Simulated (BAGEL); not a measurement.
# B3LYP/6-31G(d) (density fitting with qzvpp-jkfit, spherical functions) run of AlH2SF3 (SMILES [F][Al]([F])([F])<-[SH2])

Aim: the energy change on altering one bond length of AlH2SF3 at B3LYP/6-31G* (density fitting with qzvpp-jkfit, spherical functions), from 2 runs. 

The calculation is run with BAGEL 1.2.2.

**1. The structure to begin with**

The species is AlH2SF3 (7 atoms), meant as a singlet with charge 0. SMILES: `[F][Al]([F])([F])<-[SH2]`. The shape comes from GFN2-xTB, which is rough for such elements, and wasn't checked as a minimum.

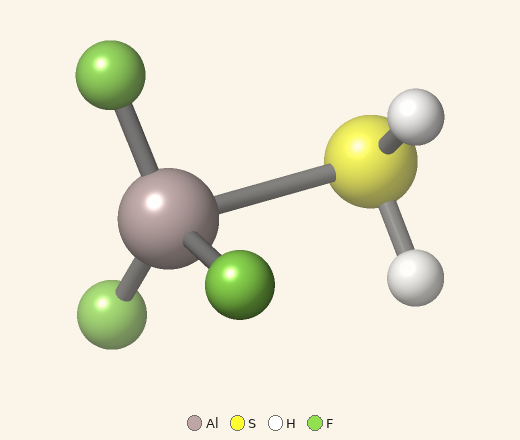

Viewed from a chosen angle; aluminium light grey, sulfur yellow, hydrogen white, fluorine green.

**2. A single-point energy at B3LYP/6-31G(d) (density fitting with qzvpp-jkfit, spherical functions)**

dft.json reads:

```json
{ "bagel" : [

{
  "title" : "molecule",
  "basis" : "6-31gs.json",
  "df_basis" : "qzvpp-jkfit",
  "angstrom" : true,
  "geometry" : [
    { "atom" : "Al", "xyz" : [       0.139410,      -0.238690,      -0.977540 ] },
    { "atom" : "S", "xyz" : [       0.146750,      -0.246790,       1.495460 ] },
    { "atom" : "H", "xyz" : [       0.511290,       1.036380,       1.505460 ] },
    { "atom" : "H", "xyz" : [      -1.151450,       0.059610,       1.503580 ] },
    { "atom" : "F", "xyz" : [       1.761120,      -0.180430,      -1.233560 ] },
    { "atom" : "F", "xyz" : [      -0.688880,       1.188410,      -1.069040 ] },
    { "atom" : "F", "xyz" : [      -0.718240,      -1.618490,      -1.224370 ] }
  ]
},

{ "title" : "ks", "xc_func" : "b3lyp" },

{ "title" : "print", "file" : "orbitals.molden", "orbitals" : true }

]}
```

The basis set 6-31G* is read from a file made from the Basis Set Exchange's data (not shown).

Started as:

```
$ BAGEL_NUM_THREADS=1 BAGEL dft.json > dft.out
```

Log:

```text
* using 1 threads per process

  ===============================================================
  ===============================================================

  *** Geometry ***

  { "atom" : "Al", "xyz" : [      0.263447,     -0.451059,     -1.847283 ] },
  { "atom" : "S", "xyz" : [      0.277317,     -0.466366,      2.826010 ] },
  { "atom" : "H", "xyz" : [      0.966198,      1.958474,      2.844907 ] },
  { "atom" : "H", "xyz" : [     -2.175925,      0.112647,      2.841354 ] },
  { "atom" : "F", "xyz" : [      3.328034,     -0.340963,     -2.331091 ] },
  { "atom" : "F", "xyz" : [     -1.301795,      2.245769,     -2.020193 ] },
  { "atom" : "F", "xyz" : [     -1.357277,     -3.058503,     -2.313724 ] },

  Number of auxiliary basis functions:      523

  Since a DF basis is specified, we compute 2- and 3-index integrals:
    o Being stored without compression. Storage requirement is 0.028 GB

  Number of basis functions:       82
  Number of electrons      :       58

    * METHOD: MOLECULE                             0.29

  *** Kohn-Sham DFT ***

    * Removing 12869 points whose weight is below 1.00e-10
    * Grid points: 91473

  === Nuclear Repulsion ===
   302.3420416721

       - DIIS with orbital gradients will be used.

  === KS iteration (b3lyp / 6-31gs.json) ===
      0       -916.96846901          0.13468363           0.38
      1       -886.15124584          0.14882215           0.37
      2       -905.47327578          0.13189943           0.38
      3       -939.95497343          0.05242201           0.36
      4       -938.29224793          0.05079427           0.37
      5       -941.30222339          0.02223286           0.37
      6       -941.34740470          0.01603574           0.38
      7       -941.56348473          0.00405799           0.37
      8       -941.57240479          0.00138568           0.37
      9       -941.57357466          0.00066747           0.38
     10       -941.57383144          0.00021999           0.38
     11       -941.57384559          0.00012965           0.39
     12       -941.57385459          0.00002467           0.38
     13       -941.57385494          0.00000268           0.38
     14       -941.57385495          0.00000074           0.38
     15       -941.57385495          0.00000017           0.39
     16       -941.57385495          0.00000006           0.39
     17       -941.57385495          0.00000003           0.37
     18       -941.57385495          0.00000001           0.36
    * SCF iteration converged.

    * Permanent dipole moment:
           (    0.236737,    -0.408597,    -1.524558) a.u.

    * METHOD: KS                                   7.61

    * METHOD: PRINT                                0.02

  ===============================================================
```

It took 8.1 s on 1 thread of Arm Neoverse V1, shared host; peak memory 0.4 GiB.

**3. The distorted shape, same level**

input.json reads:

```json
{ "bagel": [

{
  "title": "molecule",
  "basis": "6-31gs.json",
  "df_basis": "qzvpp-jkfit",
  "angstrom": true,
  "geometry": [
    { "atom": "Al", "xyz": [       0.788472,      -0.391881,      -0.981600 ] },
    { "atom": "S", "xyz": [       0.795812,      -0.399981,       1.491400 ] },
    { "atom": "H", "xyz": [       1.160352,       0.883189,       1.501400 ] },
    { "atom": "H", "xyz": [      -1.151450,       0.059610,       1.503580 ] },
    { "atom": "F", "xyz": [       2.410182,      -0.333621,      -1.237620 ] },
    { "atom": "F", "xyz": [      -0.039818,       1.035219,      -1.073100 ] },
    { "atom": "F", "xyz": [      -0.069178,      -1.771681,      -1.228430 ] }
  ]
},

{ "title": "ks", "xc_func": "b3lyp" },

{ "title": "print", "file": "orbitals.molden", "orbitals": true }

]}
```

The basis set 6-31G* is read from a file made from the Basis Set Exchange's data (not shown).

Started as:

```
$ BAGEL_NUM_THREADS=1 BAGEL input.json > input.out
```

Log:

```text
* using 1 threads per process

  ===============================================================
  ===============================================================

  *** Geometry ***

  { "atom" : "Al", "xyz" : [      1.489996,     -0.740548,     -1.854955 ] },
  { "atom" : "S", "xyz" : [      1.503867,     -0.755855,      2.818338 ] },
  { "atom" : "H", "xyz" : [      2.192747,      1.668985,      2.837235 ] },
  { "atom" : "H", "xyz" : [     -2.175925,      0.112647,      2.841354 ] },
  { "atom" : "F", "xyz" : [      4.554584,     -0.630452,     -2.338763 ] },
  { "atom" : "F", "xyz" : [     -0.075245,      1.956280,     -2.027865 ] },
  { "atom" : "F", "xyz" : [     -0.130727,     -3.347992,     -2.321396 ] },

  Number of auxiliary basis functions:      523

  Since a DF basis is specified, we compute 2- and 3-index integrals:
    o Being stored without compression. Storage requirement is 0.028 GB

  Number of basis functions:       82
  Number of electrons      :       58

    * METHOD: MOLECULE                             0.29

  *** Kohn-Sham DFT ***

    * Removing 12378 points whose weight is below 1.00e-10
    * Grid points: 91964

  === Nuclear Repulsion ===
   299.5801133381

       - DIIS with orbital gradients will be used.

  === KS iteration (b3lyp / 6-31gs.json) ===
      0       -917.02077595          0.13303906           0.37
      1       -886.98383519          0.14655528           0.36
      2       -906.33191222          0.13163379           0.36
      3       -939.58713149          0.05418166           0.36
      4       -937.46049795          0.05729174           0.37
      5       -941.12130323          0.02498475           0.36
      6       -941.09037915          0.02154531           0.36
      7       -941.46249772          0.00815985           0.36
      8       -941.47486340          0.00522622           0.36
      9       -941.49714675          0.00114154           0.37
     10       -941.49787656          0.00023473           0.38
     11       -941.49787117          0.00026561           0.37
     12       -941.49790460          0.00000974           0.35
     13       -941.49790462          0.00000890           0.35
     14       -941.49790466          0.00000268           0.36
     15       -941.49790466          0.00000043           0.35
     16       -941.49790466          0.00000018           0.36
     17       -941.49790466          0.00000003           0.36
     18       -941.49790466          0.00000002           0.35
     19       -941.49790466          0.00000001           0.36
    * SCF iteration converged.

    * Permanent dipole moment:
           (    0.320593,    -0.432546,    -1.530405) a.u.

    * METHOD: KS                                   7.65

    * METHOD: PRINT                                0.02

  ===============================================================
```

Run time: 8.1 s. Hardware: 1 thread of Arm Neoverse V1, shared host; peak memory 0.4 GiB.

**4. Summary of results**

Level: B3LYP/6-31G* (density fitting with qzvpp-jkfit, spherical functions).

| quantity | value |
| --- | --- |
| first shape: total energy | -941.57385 Eh |
| first shape: dipole moment | 4.06 D |
| first shape: HOMO energy | -9.37 eV |
| first shape: LUMO energy | -0.89 eV |
| first shape: HOMO–LUMO gap | 8.48 eV |
| distorted shape: total energy | -941.49790 Eh |
| distorted shape: dipole moment | 4.12 D |
| distorted shape: HOMO energy | -9.25 eV |
| distorted shape: LUMO energy | -4.66 eV |
| distorted shape: HOMO–LUMO gap | 4.59 eV |
| energy change with the S2–H4 bond stretched from 1.334 to 2.001 Å | 2.067 eV |

In words: With the S2–H4 bond stretched from 1.334 to 2.001 Å the energy rises by 2.07 eV (199 kJ/mol). The first shape isn't relaxed at this level, so the change isn't measured from a minimum.
